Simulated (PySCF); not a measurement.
```yaml
atoms:
  - { symbol: C, position_ang: [2.5382, -1.0081, -0.4315] }
  - { symbol: C, position_ang: [1.7683, -0.0851, -0.4741] }
  - { symbol: Si, position_ang: [0.5596, 1.3150, -0.5205] }
  - { symbol: C, position_ang: [-0.7704, 1.0553, 0.8320] }
  - { symbol: N, position_ang: [-1.5329, 0.0808, 1.0549] }
  - { symbol: C, position_ang: [-1.5077, -1.0968, 0.2543] }
  - { symbol: H, position_ang: [3.2164, -1.8123, -0.3986] }
  - { symbol: H, position_ang: [1.2612, 2.5609, -0.1988] }
  - { symbol: H, position_ang: [-0.0571, 1.3641, -1.8522] }
  - { symbol: H, position_ang: [-0.9060, 1.8841, 1.5250] }
  - { symbol: H, position_ang: [-1.2967, -1.9434, 0.9097] }
  - { symbol: H, position_ang: [-0.7700, -1.0721, -0.5591] }
  - { symbol: H, position_ang: [-2.5073, -1.2418, -0.1588] }
```

Geometry: GFN2-xTB.

All numbers below come from PySCF 2.14.0, PBE0/pcSseg-1, SCF density, gas phase, non-relativistic.

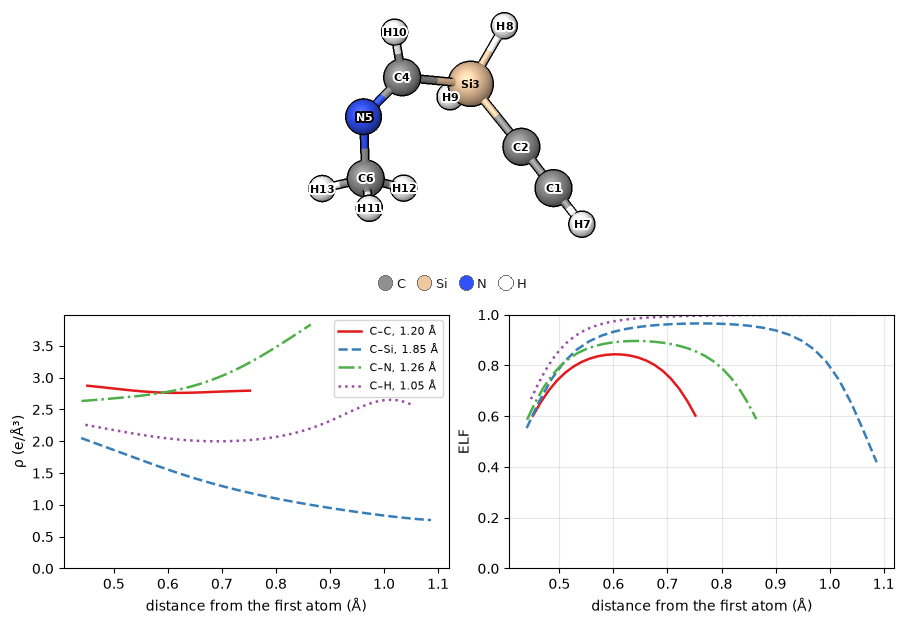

C4H7NSi. Total electron density and electron localisation function along straight lines between neighbouring atoms. The curves leave out the atomic cores. The structure is drawn too.

> Compare the contacts.

C–C (1.20 Å): the density is about 2.8 e/Å³ at the midpoint; the ELF peaks at about 0.85 between the atoms: a multiple bond.
C–Si (1.85 Å): ρ at the midpoint is about 0.92 e/Å³; the ELF peaks at about 0.95 between the atoms, as expected for a covalent bond.
C–N (1.26 Å): the density is about 2.8 e/Å³ at the midpoint; the ELF peaks at about 0.90 between the atoms (a short, multiple covalent bond).
C–H (1.05 Å): the density is about 2.1 e/Å³ at the midpoint; the ELF climbs to about 1 towards the hydrogen, as it does in any bond to H (a covalent bond by its length).
